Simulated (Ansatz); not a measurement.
# CH4FNOSi: small, medium and large basis sets

Aim: see how fast density functionals converge with the basis set for CH4FNOSi.

Method: one geometry, several basis sets; program: Ansatz 0.2.0, Gaussian basis.

Plan: PBE0-D4/def2-SVP; ωB97M-V/def2-SVP; PBE0-D4/def2-QZVPP; ωB97M-V/def2-QZVPP; the functionals' def2-TZVPP values are taken from earlier runs.

## (1) The relaxed structure

All runs share one geometry, relaxed beforehand with PBE0-D4 in a triple-zeta def2 set.

SMILES `N[Si]1(F)CO1`, 9 atoms, charge 0, spin multiplicity 1.

Atoms are counted from 1 here; the program's logs count them from 0.

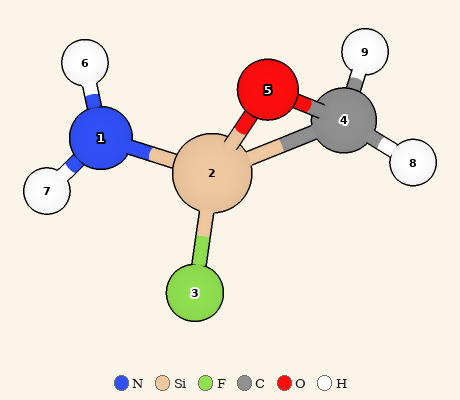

The geometry (nitrogen blue, silicon light orange, fluorine green, carbon grey, oxygen red, hydrogen white); atoms are numbered from 1 in the order of the file.

## (2) PBE0-D4 in def2-SVP

in.yaml

```yaml
crystal:
  periodic: [false, false, false]
  atoms:
    - {symbol: N, position_ang: [0.705098, 1.175196, -0.959422]}
    - {symbol: Si, position_ang: [0.282140, -0.293784, -0.272977]}
    - {symbol: F, position_ang: [1.407582, -1.318453, -0.715455]}
    - {symbol: C, position_ang: [-0.738622, -0.656616, 1.149139]}
    - {symbol: O, position_ang: [-1.275087, -0.758118, -0.276496]}
    - {symbol: H, position_ang: [0.094675, 1.972809, -0.965739]}
    - {symbol: H, position_ang: [1.617322, 1.356215, -1.338995]}
    - {symbol: H, position_ang: [-0.733980, -1.625681, 1.643892]}
    - {symbol: H, position_ang: [-1.270527, 0.102230, 1.718953]}
basis:
  gaussian: {orbitals: def2-SVP}
hamiltonian: {xc: pbe0, dispersion: d4}
output: {orbitals: {seedname: orbitals}}
```

Command:

```sh
> ansatz run in.yaml --threads 2 --pin off --events-out ev --progress --plain --max-ram 4352MiB
```

After this run come: ωB97M-V in def2-SVP; PBE0-D4 in def2-QZVPP; ωB97M-V in def2-QZVPP.

Before running them: what should the planned runs give, taken together? Wanted: PBE0-D4: double and triple zeta above quadruple; ωB97M-V: double and triple zeta above quadruple.

**Answer**, as computed:

```
                                       quantity           value
PBE0-D4: double and triple zeta above quadruple  12.99, 0.71 eV
ωB97M-V: double and triple zeta above quadruple  13.17, 0.67 eV
```

In words: PBE0-D4 gains 12.28 eV from double to triple zeta, then 0.71 eV more. These are total energies; as a rule much of such shifts cancels in differences, which this series doesn't test. The LUMO of ωB97M-V is positive and keeps falling with the basis (2.63 to 1.36 eV): an unbound level that the basis holds in place.
